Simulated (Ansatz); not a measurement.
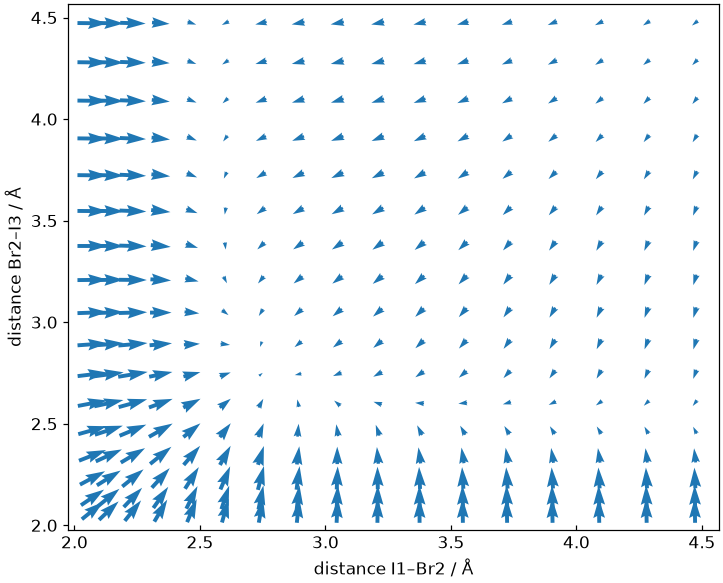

The system I⁻ + BrI. 
- The first coordinate is: distance I1–Br2; the second: distance Br2–I3.
- Nothing is relaxed (the angle I1–Br2–I3 is fixed at 180 degrees).
- The grid has 17 × 17 points; 153 points were computed and 136 follow by symmetry.
- Points are written as (first, second).
- The reference is spin-restricted, so regions where a bond is pulled apart into radicals lie too high.
- Method: Ansatz 0.2.0, RKS PBE0-D4/def2-TZVPD.

In the figure: arrows along the force (downhill), their lengths compressed.

Q: The arrows alone are given. Where is the energy lowest?

A: The arrows converge at about (2.768 Å, 2.768 Å) (read from the interpolated surface).

The energy map of the same scan:

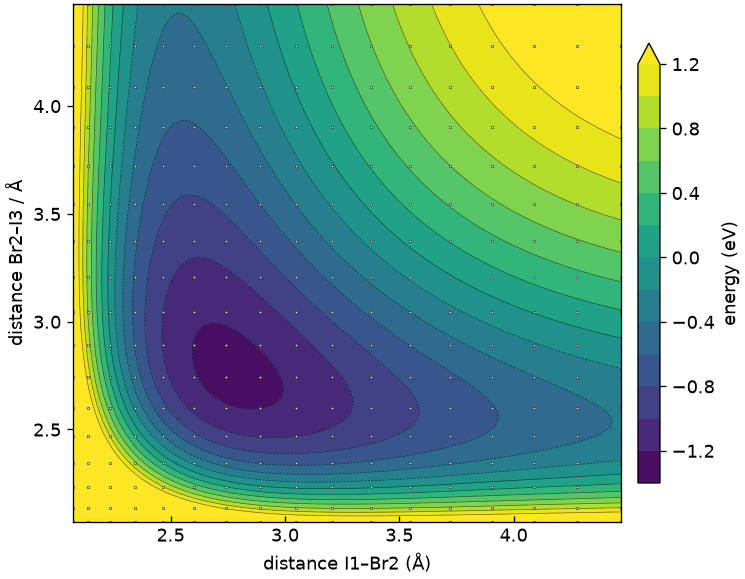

Energies are in eV, from I with charge -1 far from the relaxed BrI (each part in its own basis); between grid points the surface is interpolated.
